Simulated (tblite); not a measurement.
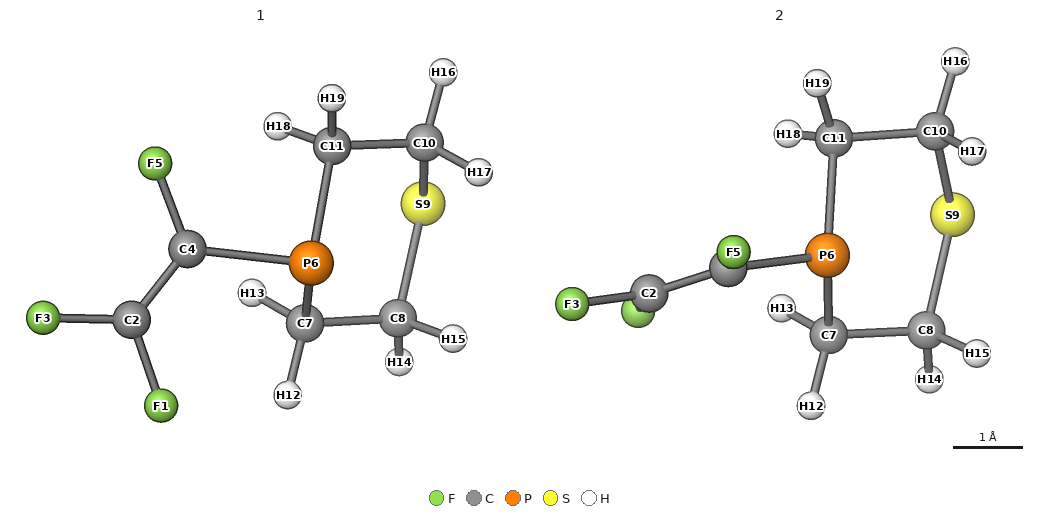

Two geometries of C₆H₈F₃PS, drawn at one scale. One is the start of a relaxation, the other its converged end. Style: ball-and-stick. Shown at a tilt.

The calculation used tblite 0.8.0, GFN2-xTB geometry optimisation, gas phase. 

**Which geometry has the lower energy?**

Structure 1 is the relaxed one. After 142 geometry steps the energy has fallen by 32.9 kcal/mol. The atom that moves furthest after the best rigid fit is F5 (2.29 Å). Largest moves by element: F 2.29 Å, H 0.70 Å, C 0.68 Å, S 0.33 Å, P 0.29 Å. Some distances before and after: P6–S9 3.117 → 3.484 Å, C2–F3 1.377 → 1.323 Å, F1–C2 1.377 → 1.330 Å, C10–H17 1.124 → 1.092 Å. Among the angles between lasting bonds that change: C4–P6–C7 114.1° → 98.3°, C8–S9–C10 114.3° → 98.9°, C4–P6–C11 111.7° → 96.7°. Groups turn about C4–P6 by about 85°.
